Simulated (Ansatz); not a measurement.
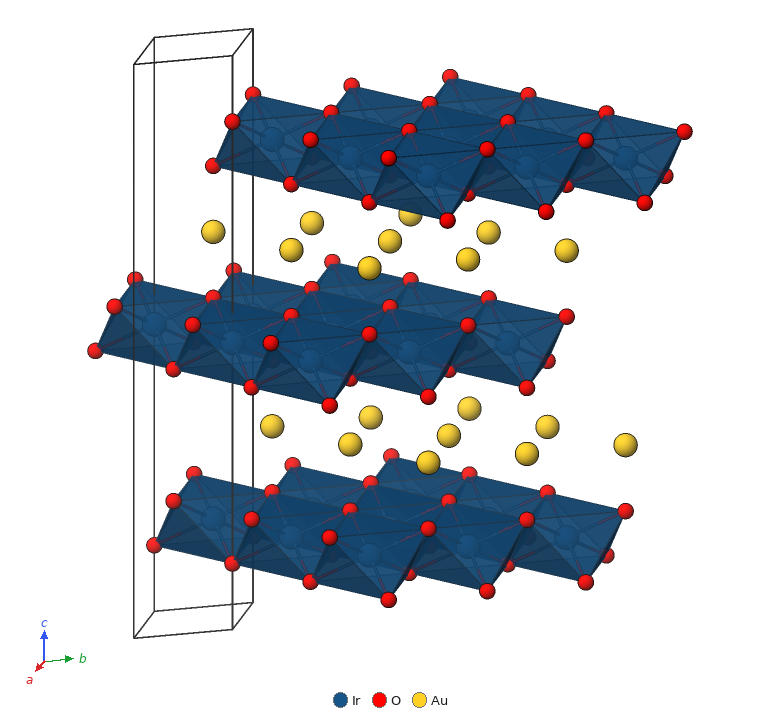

Polyhedra are drawn about Ir (bonds: Ir–O below 2.3 Å); other atoms are plain spheres.

The compound is IrAuO₂ (space group R-3m, No. 166), taken as the geometry relaxed at fixed volume with DFT PBEsol, scalar-relativistic, plane waves, PAW in Ansatz; the starting structure was generated, so it need not be a known form of this composition.

Q: What figure surrounds each Ir atom, and what does it share with the other drawn polyhedra?

A: Ir: IrO6 octahedron, sharing edges with six neighbours.

Q: What is the connectivity of the polyhedra: isolated, groups, chains, layers or framework?

A: They form layers of edge-sharing octahedra parallel to (001). Their corner atoms also have Au as close neighbours (those links are not drawn).

Q: How far apart are the centres of linked polyhedra?

A: Centre to centre across a shared edge: 3.17 Å.
